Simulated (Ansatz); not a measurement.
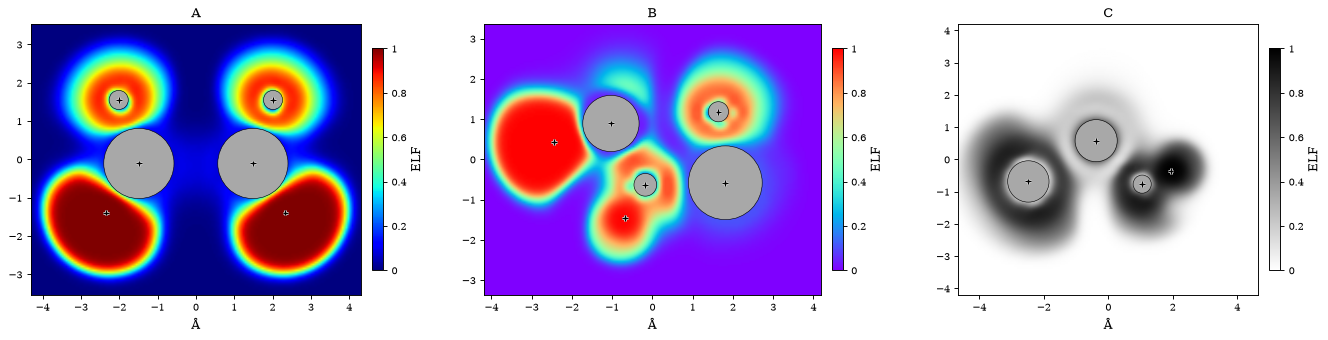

The ELF of 3 systems, each on a plane through atoms (crosses mark nuclei in the plane; grey discs cover the cores).

Level of theory: Ansatz 0.2.0, isolated molecule in a Gaussian basis; Kohn-Sham density functional theory, functional PBE0.

System 1: F4Ga2H2, the plane of atoms F4, Ga6 and H8. Geometry: PBE0-D4/def2-SVP.

```xyz
8

F     0.9257    0.1042   -1.4572
F     1.9179   -1.3138    0.2724
F    -0.7509   -2.1137   -0.5829
F     0.7201    1.1554    1.2534
Ga    0.8300   -1.8078   -1.2392
Ga    1.9165    0.6067    0.1171
H     1.5934   -2.5913   -2.3193
H     3.3004    1.2023   -0.1885
```

System 2: Br3HOSn (SMILES [OH][Sn]([Br])([Br])[Br]), the plane of atoms Br1, Sn5 and O4. Geometry: PBE0-D4/def2-SVP; core potentials replace the inner electrons of Sn.

```xyz
6

Br    2.1646   -1.5536    0.4184
Br   -1.3565   -1.4606   -1.5852
Br    0.9625    1.8093   -1.4974
O    -0.5948    0.3757    1.4828
Sn    0.2377   -0.1697   -0.2095
H    -1.3713    0.9347    1.3447
```

System 3: F3GaH4OSi (SMILES [F][Ga-]([F])([F])[OH+][SiH3]), the plane of atoms Si6, O5 and H7. Geometry: PBE0-D4/def2-SVP.

```xyz
10

F    -0.8454   -2.8282    0.9436
F    -1.0948    0.0824    0.2202
F    -3.5480   -1.5972    0.6890
Ga   -1.8380   -1.5205    0.3555
O    -1.6882   -1.6008   -1.6258
Si   -0.9829   -0.2288   -2.4454
H    -1.9816   -2.3538   -2.1524
H    -1.0509   -0.6731   -3.8681
H     0.4251   -0.0770   -2.0209
H    -1.8394    0.9581   -2.2372
```

Which map belongs to which system?

Panel A is system 1, F4Ga2H2: the plane holds F, Ga and H. Ga–F (1.74 Å): the ELF peaks at about 0.80 in the valence shell of F, 0.5 Å from its nucleus, and is about 0.15 at the midpoint. Panel B is system 3, F3GaH4OSi: the plane holds F, Ga, O, Si and H. Ga–F (1.77 Å): the ELF peaks at about 0.80 in the valence shell of F, 0.6 Å from its nucleus, and is about 0.20 at the midpoint. Panel C is system 2, Br3HOSn: the plane holds Br, O, Sn and H. Sn–O (1.96 Å): the ELF peaks at about 0.85 in the valence shell of O, 0.6 Å from its nucleus, and drops to about 0.15 between the two atoms.
